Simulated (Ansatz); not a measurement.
Input

```
crystal:
  periodic: [false, false, false]
  atoms:
    - { symbol: "N", position_ang: [-0.9006, 1.3598, -0.5745] }
    - { symbol: Si, position_ang: [-0.2173, -0.1298, -0.6154] }
    - { symbol: O, position_ang: [0.9786, 0.1306, -1.7113] }
    - { symbol: Si, position_ang: [0.6169, -0.9596, 1.4474] }
    - { symbol: F, position_ang: [1.6898, -0.0242, 2.0342] }
    - { symbol: H, position_ang: [-1.1972, 1.6682, -1.5436] }
    - { symbol: H, position_ang: [-1.8053, 1.3568, -0.0787] }
    - { symbol: H, position_ang: [-1.1805, -1.0076, -1.2262] }
    - { symbol: H, position_ang: [1.5769, 0.9131, -1.4566] }
    - { symbol: H, position_ang: [1.1041, -2.3387, 1.3074] }
    - { symbol: H, position_ang: [-0.6, -1.0255, 2.4381] }
basis:
  gaussian: { orbitals: def2-SVP }
hamiltonian:
  xc: lda
relax:
  f_tol: 0.02
  max_steps: 50
output:
  orbitals: {}
```

Command:

```sh
ansatz run input.yaml --threads 2 --pin off --max-ram 3072MiB --backend cpu --events-out ev --progress --plain --runs-dir out
```

The fields are those of the run's last geometry, not of the input's.

Computed with RKS LDA/def2-SVP (Ansatz 0.2.0).

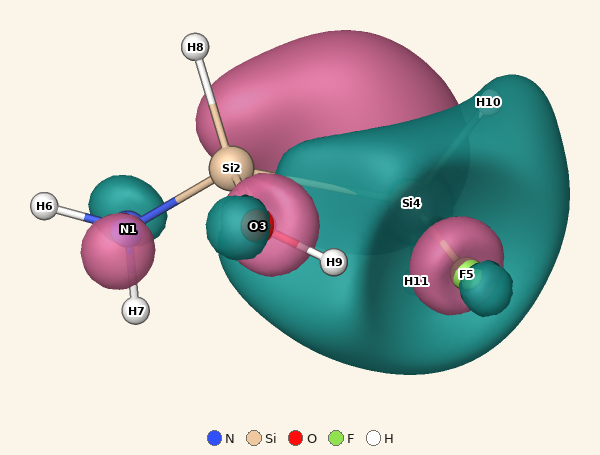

FH₆NOSi₂. The LUMO at ±0.1 Å⁻³ᐟ² (teal and pink are the two phases), seen from one side.

Question: What is the character of this orbital?

Answer: By Hirshfeld shares it lies mainly on Si4 (about 50 %), Si2 (about 15 %) and F5 (about 10 %). Its energy is −1.35 eV.
